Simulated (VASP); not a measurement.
# BeNi: convergence with the SCF threshold and plane-wave cutoff, part 2 of 3

How sensitive are energy and pressure of BeNi to the SCF threshold and plane-wave cutoff? The series runs use PBEsol. The start is a computed cell from the Materials Project.

VASP 6.6.1; PBEsol, spin-polarised from a ferromagnetic start (one magnetic atom a cell); plane waves and PAW (Be, Ni).

Still holding for the runs below: The k-mesh is coarse for a metal.

So far. Step 6 (SCF threshold: EDIFF = 1E-06): Against the run before the energy stays within 0.01 meV an atom; the pressure moves by -0.05 GPa, after 13 cycles in 18 s.

## Step 7: SCF threshold: EDIFF = 1E-08

INCAR reads:

```
SYSTEM = BeNi
PREC = Accurate
ENCUT = 400
EDIFF = 1E-08
NELM = 100
ISMEAR = -1
SIGMA = 0.05
LREAL = .FALSE.
ALGO = Normal
GGA = PS
NBANDS = 14
ISPIN = 2
MAGMOM = 0 1
LASPH = .TRUE.
LMAXMIX = 4
LORBIT = 11
LWAVE = .FALSE.
LCHARG = .FALSE.
KPAR = 2
ISIF = 2
```

POSCAR reads:

```
BeNi
1.0
    2.5869995900      0.0000000000      0.0000000000
    0.0000000000      2.5869995900      0.0000000000
    0.0000000000      0.0000000000      2.5869995900
Be Ni
1 1
Direct
    0.0000000000      0.0000000000      0.0000000000
    0.5000000000      0.5000000000      0.5000000000
```

KPOINTS reads:

```
Automatic mesh
0
Gamma
9 9 9
0 0 0
```

Potentials, in the order of the species: Be and Ni (PBE family, release 64).

The run is started by

```bash
$ mpirun -np 2 vasp_std
```

What it wrote:

```text
[... set-up lines as in an earlier step ...]
 entering main loop
       N       E                     dE             d eps       ncg     rms          rms(c)
[... 12 cycles as in an earlier step ...]
DAV:  13    -0.111155102537E+02    0.72145E-06   -0.17714E-06  2652   0.140E-02    0.652E-03
DAV:  14    -0.111155100704E+02    0.18324E-06   -0.24403E-07  2680   0.423E-03    0.220E-03
DAV:  15    -0.111155101000E+02   -0.29547E-07   -0.53707E-08  2020   0.290E-03    0.130E-03
DAV:  16    -0.111155101486E+02   -0.48671E-07   -0.67459E-08  1252   0.256E-03    0.200E-04
DAV:  17    -0.111155101515E+02   -0.28228E-08   -0.92640E-10  1010   0.280E-04
   1 F= -.11115510E+02 E0= -.11110780E+02  d E =-.946107E-02  mag=     0.0000
```

Elapsed: 27 s, on 2 MPI ranks of AMD EPYC 7R43, shared host; peak memory 0.17 GiB; 52 s of CPU time.

From OUTCAR (step 7):

```text
  Total       -0.1049766     -0.1049766     -0.1049766     -0.0000000     -0.0000000      0.0000000
  in kB       -9.7143597     -9.7143597     -9.7143597     -0.0000000     -0.0000000      0.0000000
  external PRESSURE =      -9.7143597 kB  Pullay stress =       0.0000000 kB

  FREE ENERGIE OF THE ION-ELECTRON SYSTEM (eV)
  ---------------------------------------------------
  free  energy   TOTEN  =       -11.1155101515 eV

  energy  without entropy=      -11.1060490802  energy(sigma->0) =      -11.11077962

 magnetization (x)
# of ion       s       p       d       tot
------------------------------------------
    1       -0.000   0.000   0.000  -0.000
    2        0.000  -0.000   0.000   0.000
--------------------------------------------------
tot          0.000  -0.000   0.000   0.000

[... 3 parts as in an earlier step ...]

[... 1 further part left out ...]
[key lines of the parts left out:]
E-fermi :   9.2392
```

Against the run before the energy stays within 0.01 meV an atom; the pressure moves by -0.04 GPa, after 17 cycles in 27 s.

## Step 8: The SCF threshold series as a table

This step: convergence of PBEsol results with the threshold; plane waves and PAW (VASP 6.6.1).

No new run; the numbers come from the runs before.

Differences are taken from the run with EDIFF = 1E-08. Results of the series, by row:

```tsv
setting	status	energy less the reference (meV/atom)	pressure (GPa)	moment (μB)	SCF cycles	wall time (s)
EDIFF = 0.01	converged	-0.05432	5.1	-0.01322	10	13.6
EDIFF = 0.001	converged	-0.06926	5.961	-0.01312	10	14.6
EDIFF = 1E-04	converged	-8.40e-4	-0.8751	-7.94e-4	12	16.2
EDIFF = 1E-05	converged	-8.90e-4	-0.8895	-7.21e-4	12	17
EDIFF = 1E-06	converged	-2.20e-4	-0.9363	7.28e-5	13	18
EDIFF = 1E-08	converged	0	-0.9714	-1.10e-6	17	27
```

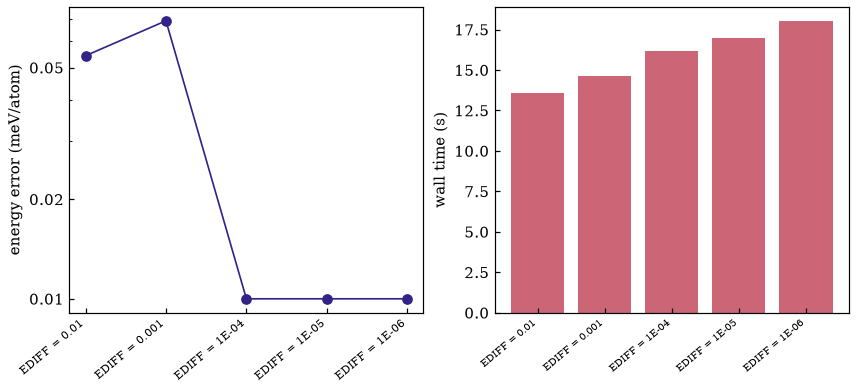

The energy error in size, against the reference run (errors under 0.01 are drawn at 0.01), and the wall time by setting.

## Step 9: Plane-wave cutoff: ENCUT = 160

This step: PBEsol, spin-polarised from a ferromagnetic start (one magnetic atom a cell); plane waves and PAW (Be, Ni) (VASP 6.6.1).

The basis grows with ENCUT, and energy and stress both move with it.

INCAR, as its differences from that of step 7:

```diff
@@ -2,4 +2,4 @@
 PREC = Accurate
-ENCUT = 400
-EDIFF = 1E-08
+ENCUT = 160
+EDIFF = 1E-06
 NELM = 100
```

POSCAR is that of step 7.

KPOINTS is that of step 7.

The run is started by

```bash
$ mpirun -np 2 vasp_std
```

What it wrote:

```text
[... set-up lines as in an earlier step ...]
 entering main loop
       N       E                     dE             d eps       ncg     rms          rms(c)
DAV:   1     0.595731676114E+01    0.59573E+01   -0.26365E+03  2094   0.340E+02
DAV:   2    -0.133715231948E+02   -0.19329E+02   -0.18123E+02  2350   0.825E+01
DAV:   3    -0.135283121507E+02   -0.15679E+00   -0.15674E+00  2182   0.747E+00
DAV:   4    -0.135283676212E+02   -0.55470E-04   -0.55468E-04  2302   0.146E-01
DAV:   5    -0.135283676996E+02   -0.78425E-07   -0.78614E-07  1784   0.510E-03    0.263E+01
DAV:   6    -0.128466621739E+02    0.68171E+00   -0.12370E+02  2032   0.813E+01    0.153E+01
DAV:   7    -0.780180918377E+01    0.50449E+01   -0.18928E+01  2056   0.322E+01    0.263E+00
DAV:   8    -0.773591701773E+01    0.65892E-01   -0.42961E-01  2116   0.427E+00    0.135E+00
DAV:   9    -0.772931359951E+01    0.66034E-02   -0.23983E-02  2146   0.120E+00    0.235E-01
DAV:  10    -0.772900907974E+01    0.30452E-03   -0.13544E-03  2086   0.248E-01    0.875E-02
DAV:  11    -0.772898494457E+01    0.24135E-04   -0.34532E-04  2236   0.126E-01    0.329E-02
DAV:  12    -0.772897705470E+01    0.78899E-05   -0.37041E-05  2014   0.393E-02    0.391E-03
DAV:  13    -0.772897704913E+01    0.55688E-08   -0.57090E-07  1204   0.455E-03
   1 F= -.77289770E+01 E0= -.77266143E+01  d E =-.472544E-02  mag=     0.0000
```

Elapsed: 9.8 s, on 2 MPI ranks; peak memory 0.15 GiB.

From OUTCAR (step 9):

```text
   ENCUT  =  160.0 eV  11.76 Ry    3.43 a.u.   2.67  2.67  2.67*2*pi/ulx,y,z

   NELECT =      12.0000    total number of electrons

 E-fermi :   8.7984

 spin component 1
 k-point     1 :       0.0000    0.0000    0.0000
  band No.  band energies     occupation
    ...
      2       4.5278      1.00000
      3       4.5278      1.00000
      4       6.7582      1.00000
      5       6.7582      1.00000
      6       6.7582      1.00000
      7      16.1139      0.00000
      8      16.1139      0.00000
      9      16.1139      0.00000
     10      23.7470      0.00000
     11      23.7470      0.00000
    ...

 k-point     2 :       0.1111    0.0000    0.0000
  band No.  band energies     occupation
    ...
      2       4.5828      1.00000
      3       4.5906      1.00000
      4       6.6530      1.00000
      5       6.6530      1.00000
      6       6.7787      1.00000
      7      14.6616      0.00000
      8      16.5044      0.00000
      9      16.5044      0.00000
     10      23.8160      0.00000
     11      25.3018      0.00000
    ...

  Total      -34.1242263    -34.1242263    -34.1242263      0.0000000     -0.0000000      0.0000000
  in kB    -3157.7977891  -3157.7977891  -3157.7977891      0.0000000     -0.0000000      0.0000000
  external PRESSURE =   -3157.7977891 kB  Pullay stress =       0.0000000 kB

 POSITION                                       TOTAL-FORCE (eV/Angst)
 -----------------------------------------------------------------------------------
      0.00000      0.00000      0.00000         0.000000      0.000000      0.000000
      1.29350      1.29350      1.29350         0.000000      0.000000      0.000000
 -----------------------------------------------------------------------------------
    total drift:                                0.000000      0.000000     -0.000000

  FREE ENERGIE OF THE ION-ELECTRON SYSTEM (eV)
  ---------------------------------------------------
  free  energy   TOTEN  =        -7.7289770491 eV

  energy  without entropy=       -7.7242516138  energy(sigma->0) =       -7.72661433

 magnetization (x)
# of ion       s       p       d       tot
------------------------------------------
    1        0.000   0.000   0.000   0.000
    2       -0.000  -0.000   0.000   0.000
--------------------------------------------------
tot         -0.000  -0.000   0.000   0.000

[... 5 parts as in an earlier step ...]

[... 16 further parts left out ...]
```

Numbers from this step:

| Quantity | Value |
| --- | --- |
| SCF cycles | 13 |
| free energy (TOTEN) | -7.729 eV |
| energy at zero smearing | -7.727 eV |
| Fermi energy | 8.798 eV |
| pressure | -315.8 GPa |

The series starts at -3.8633 eV an atom and -315.78 GPa, after 13 cycles in 9.8 s.

## Step 10: Plane-wave cutoff: ENCUT = 200

INCAR, as its differences from that of step 9:

```diff
@@ -2,3 +2,3 @@
 PREC = Accurate
-ENCUT = 160
+ENCUT = 200
 EDIFF = 1E-06
```

POSCAR is that of step 9.

KPOINTS is that of step 9.

The run is started by

```bash
$ mpirun -np 2 vasp_std
```

What it wrote:

```text
[... set-up lines as in an earlier step ...]
 entering main loop
       N       E                     dE             d eps       ncg     rms          rms(c)
DAV:   1     0.123826827022E+02    0.12383E+02   -0.32461E+03  2050   0.457E+02
DAV:   2    -0.135981436618E+02   -0.25981E+02   -0.24200E+02  2332   0.102E+02
DAV:   3    -0.139185780013E+02   -0.32043E+00   -0.32021E+00  2266   0.122E+01
DAV:   4    -0.139190283097E+02   -0.45031E-03   -0.45030E-03  2362   0.475E-01
[...]
DAV:  11    -0.106729483301E+02   -0.28338E-05   -0.38848E-05  2272   0.537E-02    0.349E-02
DAV:  12    -0.106729503153E+02   -0.19852E-05   -0.43161E-06  2156   0.201E-02    0.143E-02
DAV:  13    -0.106729495116E+02    0.80367E-06   -0.10301E-06  1034   0.101E-02
   1 F= -.10672950E+02 E0= -.10668746E+02  d E =-.840774E-02  mag=     0.0003
```

It took 9 s on 2 MPI ranks; peak memory 0.15 GiB; 16 s of CPU time.

From OUTCAR (step 10):

```text
  Total       -8.1143319     -8.1143319     -8.1143319     -0.0000000     -0.0000000      0.0000000
  in kB     -750.8864581   -750.8864581   -750.8864581     -0.0000000     -0.0000000      0.0000000
  external PRESSURE =    -750.8864581 kB  Pullay stress =       0.0000000 kB

  FREE ENERGIE OF THE ION-ELECTRON SYSTEM (eV)
  ---------------------------------------------------
  free  energy   TOTEN  =       -10.6729495116 eV

  energy  without entropy=      -10.6645417690  energy(sigma->0) =      -10.66874564

 magnetization (x)
# of ion       s       p       d       tot
------------------------------------------
    1       -0.000  -0.000   0.000  -0.000
    2        0.000  -0.000   0.000   0.000
--------------------------------------------------
tot          0.000  -0.000   0.000   0.000

[... 2 parts as in an earlier step ...]

[... 2 further parts left out ...]
[key lines of the parts left out:]
E-fermi :   9.0250
```

Against the run before the energy moves by -1471.07 meV an atom and the pressure by +240.69 GPa, after 13 cycles in 9 s.

## Step 11: Plane-wave cutoff: ENCUT = 240

INCAR, as its differences from that of step 10:

```diff
@@ -2,3 +2,3 @@
 PREC = Accurate
-ENCUT = 200
+ENCUT = 240
 EDIFF = 1E-06
```

POSCAR is that of step 10.

KPOINTS is that of step 10.

The run is started by

```bash
$ mpirun -np 2 vasp_std
```

What it wrote:

```text
[... set-up lines as in an earlier step ...]
 entering main loop
       N       E                     dE             d eps       ncg     rms          rms(c)
DAV:   1     0.178004866420E+02    0.17800E+02   -0.35497E+03  2036   0.556E+02
DAV:   2    -0.133268448970E+02   -0.31127E+02   -0.28609E+02  2248   0.120E+02
DAV:   3    -0.138608086996E+02   -0.53396E+00   -0.53298E+00  2422   0.176E+01
DAV:   4    -0.138625993039E+02   -0.17906E-02   -0.17905E-02  2218   0.102E+00
[...]
DAV:  11    -0.110623046209E+02    0.83622E-04   -0.42849E-04  2362   0.198E-01    0.655E-02
DAV:  12    -0.110623032195E+02    0.14014E-05   -0.24863E-05  2328   0.413E-02    0.199E-02
DAV:  13    -0.110623028055E+02    0.41398E-06   -0.22045E-06  1362   0.127E-02
   1 F= -.11062303E+02 E0= -.11057625E+02  d E =-.935572E-02  mag=     0.0003
```

Elapsed: 11 s, on 2 MPI ranks; peak memory 0.15 GiB; 20 s of CPU time.

Parts of OUTCAR (step 11):

```text
  Total       -1.5932871     -1.5932871     -1.5932871     -0.0000000     -0.0000000      0.0000000
  in kB     -147.4400791   -147.4400791   -147.4400791     -0.0000000     -0.0000000      0.0000000
  external PRESSURE =    -147.4400791 kB  Pullay stress =       0.0000000 kB

  FREE ENERGIE OF THE ION-ELECTRON SYSTEM (eV)
  ---------------------------------------------------
  free  energy   TOTEN  =       -11.0623028055 eV

  energy  without entropy=      -11.0529470823  energy(sigma->0) =      -11.05762494

 magnetization (x)
# of ion       s       p       d       tot
------------------------------------------
    1       -0.000   0.000   0.000   0.000
    2        0.000  -0.000   0.000   0.000
--------------------------------------------------
tot         -0.000   0.000   0.000   0.000

[... 2 parts as in an earlier step ...]

[... 2 further parts left out ...]
[key lines of the parts left out:]
E-fermi :   9.1996
```

Against the run before the energy moves by -194.44 meV an atom and the pressure by +60.34 GPa, after 13 cycles in 11 s.

## Step 12: Plane-wave cutoff: ENCUT = 270

INCAR, as its differences from that of step 11:

```diff
@@ -2,3 +2,3 @@
 PREC = Accurate
-ENCUT = 240
+ENCUT = 270
 EDIFF = 1E-06
```

POSCAR is that of step 11.

KPOINTS is that of step 11.

The run is started by

```bash
$ mpirun -np 2 vasp_std
```

What it wrote:

```text
[... set-up lines as in an earlier step ...]
 entering main loop
       N       E                     dE             d eps       ncg     rms          rms(c)
DAV:   1     0.197348485535E+02    0.19735E+02   -0.38405E+03  2036   0.635E+02
DAV:   2    -0.131090239853E+02   -0.32844E+02   -0.30002E+02  2152   0.128E+02
DAV:   3    -0.138397189514E+02   -0.73069E+00   -0.72837E+00  2422   0.218E+01
DAV:   4    -0.138429435321E+02   -0.32246E-02   -0.32244E-02  2218   0.141E+00
[...]
DAV:  11    -0.111141292366E+02    0.11182E-03   -0.56756E-04  2454   0.243E-01    0.807E-02
DAV:  12    -0.111141279126E+02    0.13240E-05   -0.30540E-05  2338   0.473E-02    0.213E-02
DAV:  13    -0.111141275467E+02    0.36596E-06   -0.19231E-06  1522   0.129E-02
   1 F= -.11114128E+02 E0= -.11109398E+02  d E =-.945820E-02  mag=     0.0003
```

Run time: 11 s. Hardware: 2 MPI ranks; peak memory 0.16 GiB; 21 s of CPU time.

OUTCAR, selected parts (step 12):

```text
  Total       -0.3313008     -0.3313008     -0.3313008     -0.0000000      0.0000000     -0.0000000
  in kB      -30.6580147    -30.6580147    -30.6580147     -0.0000000      0.0000000     -0.0000000
  external PRESSURE =     -30.6580147 kB  Pullay stress =       0.0000000 kB

  FREE ENERGIE OF THE ION-ELECTRON SYSTEM (eV)
  ---------------------------------------------------
  free  energy   TOTEN  =       -11.1141275467 eV

  energy  without entropy=      -11.1046693500  energy(sigma->0) =      -11.10939845

[... 3 parts as in an earlier step ...]

[... 2 further parts left out ...]
[key lines of the parts left out:]
E-fermi :   9.2374
```

Against the run before the energy moves by -25.89 meV an atom and the pressure by +11.68 GPa, after 13 cycles in 11 s.

## Step 13: Plane-wave cutoff: ENCUT = 310

INCAR, as its differences from that of step 12:

```diff
@@ -2,3 +2,3 @@
 PREC = Accurate
-ENCUT = 270
+ENCUT = 310
 EDIFF = 1E-06
```

POSCAR is that of step 12.

KPOINTS is that of step 12.

The run is started by

```bash
$ mpirun -np 2 vasp_std
```

What it wrote:

```text
[... set-up lines as in an earlier step ...]
 entering main loop
       N       E                     dE             d eps       ncg     rms          rms(c)
DAV:   1     0.240291595098E+02    0.24029E+02   -0.41527E+03  2032   0.710E+02
DAV:   2    -0.128863086023E+02   -0.36915E+02   -0.33653E+02  2242   0.141E+02
DAV:   3    -0.138354665165E+02   -0.94916E+00   -0.94580E+00  2452   0.263E+01
DAV:   4    -0.138412063778E+02   -0.57399E-02   -0.57393E-02  2248   0.195E+00
[...]
DAV:  11    -0.111242183490E+02    0.11695E-03   -0.60577E-04  2482   0.269E-01    0.907E-02
DAV:  12    -0.111242182015E+02    0.14746E-06   -0.28589E-05  2342   0.481E-02    0.234E-02
DAV:  13    -0.111242177624E+02    0.43914E-06   -0.20988E-06  1726   0.141E-02
   1 F= -.11124218E+02 E0= -.11119478E+02  d E =-.947956E-02  mag=     0.0003
```

Run time: 14 s. Hardware: 2 MPI ranks; peak memory 0.17 GiB.

Parts of OUTCAR (step 13):

```text
  Total       -0.0654983     -0.0654983     -0.0654983      0.0000000      0.0000000      0.0000000
  in kB       -6.0611023     -6.0611023     -6.0611023      0.0000000      0.0000000      0.0000000
  external PRESSURE =      -6.0611023 kB  Pullay stress =       0.0000000 kB

 POSITION                                       TOTAL-FORCE (eV/Angst)
 -----------------------------------------------------------------------------------
      0.00000      0.00000      0.00000         0.000000      0.000000      0.000000
      1.29350      1.29350      1.29350         0.000000      0.000000      0.000000
 -----------------------------------------------------------------------------------
    total drift:                                0.000000      0.000000      0.000000

  FREE ENERGIE OF THE ION-ELECTRON SYSTEM (eV)
  ---------------------------------------------------
  free  energy   TOTEN  =       -11.1242177624 eV

  energy  without entropy=      -11.1147382070  energy(sigma->0) =      -11.11947798

 magnetization (x)
# of ion       s       p       d       tot
------------------------------------------
    1       -0.000   0.000   0.000  -0.000
    2       -0.000  -0.000   0.000   0.000
--------------------------------------------------
tot         -0.000  -0.000   0.000   0.000

[... 1 part as in an earlier step ...]

[... 2 further parts left out ...]
[key lines of the parts left out:]
E-fermi :   9.2454
```

Against the run before the energy moves by -5.04 meV an atom and the pressure by +2.46 GPa, after 13 cycles in 14 s.

## Step 14: Plane-wave cutoff: ENCUT = 350

INCAR, as its differences from that of step 13:

```diff
@@ -2,3 +2,3 @@
 PREC = Accurate
-ENCUT = 310
+ENCUT = 350
 EDIFF = 1E-06
```

POSCAR is that of step 13.

KPOINTS is that of step 13.

The run is started by

```bash
$ mpirun -np 2 vasp_std
```

What it wrote:

```text
[... set-up lines as in an earlier step ...]
 entering main loop
       N       E                     dE             d eps       ncg     rms          rms(c)
DAV:   1     0.282342994020E+02    0.28234E+02   -0.44843E+03  2060   0.779E+02
DAV:   2    -0.126581092157E+02   -0.40892E+02   -0.37088E+02  2116   0.155E+02
DAV:   3    -0.138364389362E+02   -0.11783E+01   -0.11674E+01  2482   0.301E+01
DAV:   4    -0.138438248017E+02   -0.73859E-02   -0.73845E-02  2244   0.223E+00
[...]
DAV:  11    -0.111201627819E+02    0.12555E-03   -0.64990E-04  2566   0.287E-01    0.925E-02
DAV:  12    -0.111201626638E+02    0.11808E-06   -0.30575E-05  2294   0.507E-02    0.231E-02
DAV:  13    -0.111201623262E+02    0.33762E-06   -0.18341E-06  1740   0.139E-02
   1 F= -.11120162E+02 E0= -.11115426E+02  d E =-.947361E-02  mag=     0.0003
```

Wall time 15 s (2 MPI ranks); peak memory 0.14 GiB.

From OUTCAR (step 14):

```text
  Total       -0.0962893     -0.0962893     -0.0962893      0.0000000     -0.0000000      0.0000000
  in kB       -8.9104479     -8.9104479     -8.9104479      0.0000000     -0.0000000      0.0000000
  external PRESSURE =      -8.9104479 kB  Pullay stress =       0.0000000 kB

  FREE ENERGIE OF THE ION-ELECTRON SYSTEM (eV)
  ---------------------------------------------------
  free  energy   TOTEN  =       -11.1201623262 eV

  energy  without entropy=      -11.1106887121  energy(sigma->0) =      -11.11542552

[... 3 parts as in an earlier step ...]

[... 2 further parts left out ...]
[key lines of the parts left out:]
E-fermi :   9.2429
```

Against the run before the energy moves by +2.03 meV an atom and the pressure by -0.28 GPa, after 13 cycles in 15 s.

(Continued in part 3 of 3.)

[Lines on the potential files, build, host, timing and source positions are cut from VASP's logs without a mark.]

[Logs are printed without paths, hosts, clocks, repeated set-up lines and the standing remarks that a program may print on its own settings, such as how far it seeks lower states.]

[Hosts, paths, dates, database ids (printed as entryN), source tags and the programs' standing remarks are cut or masked in the printed files.]

[A measured line is paired with the nearest computed mode of its activity, which favours agreement.]
